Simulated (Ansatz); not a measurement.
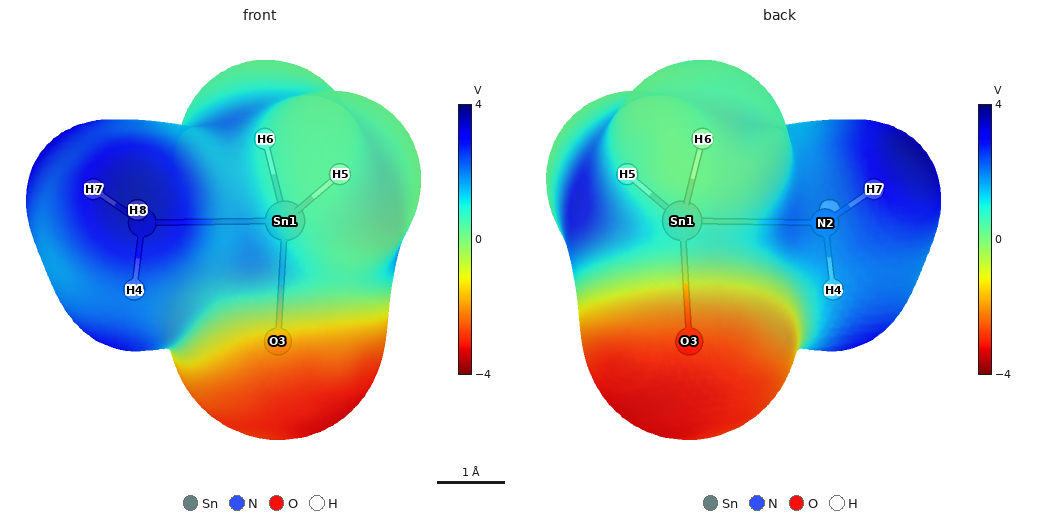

The picture shows: H5NOSn. The electrostatic potential painted on the density surface at 0.004 e/bohr³, seen from the front and from behind; red is negative and blue positive.

The product side of a reaction path; geometry: PBE0-D4/def2-TZVP; core potentials replace the inner electrons of Sn.

The calculation used RKS PBE0-D4/def2-TZVPP in Ansatz 0.2.0.

```xyz
8

Sn   -1.1645    0.3944    0.1597
N     1.0401   -0.3487   -0.0993
O    -1.4166    0.3266   -1.6636
H     0.9655   -0.4081   -1.1149
H    -0.8040    1.8297    1.0435
H    -1.6742   -0.8284    1.2626
H     1.2711   -1.2640    0.2705
H     1.7825    0.2984    0.1416
```

**Which sites attract a positive test charge, and which a negative one?**

A positive charge is drawn to the negative regions and a negative charge to the positive ones. The most negative region (about −3.3 V) lies over O3, the most positive (about +3.7 V) over H7 and H8. O3 is the likeliest acceptor of a hydrogen bond.
